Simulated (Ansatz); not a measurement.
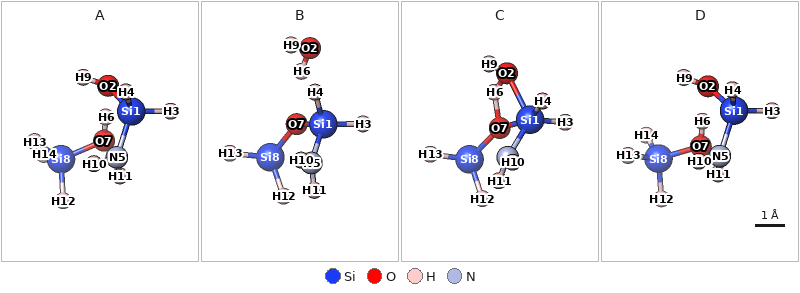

4 geometries from a converged minimum-energy path of Si₂NH₉O₂, shuffled. Style: ball-and-stick. Shown from a free direction.

These are results of Ansatz, UKS PBE/def2-SVP, not measurements. Settings: 7 movable images; climbing image; force threshold 0.05 eV/Å; iteration limit 60; starting path through a guess of the saddle point.

Which frame is the top of the path?

C. In order along the path, whose images run from 0 to 8: D (image 0, 0.0 kcal/mol), A (image 1, +0.2 kcal/mol), C (image 4, +19.9 kcal/mol), B (image 6, +3.6 kcal/mol). Breaking: H6–O7 (0.99 → 1.33 at the top → 1.95 Å), Si1–O2 (1.72 → 1.92 at the top → 2.98 Å). Forming: O2–H6 (1.80 → 1.12 at the top → 0.98 Å), Si1–O7 (3.36 → 1.99 at the top → 1.72 Å).
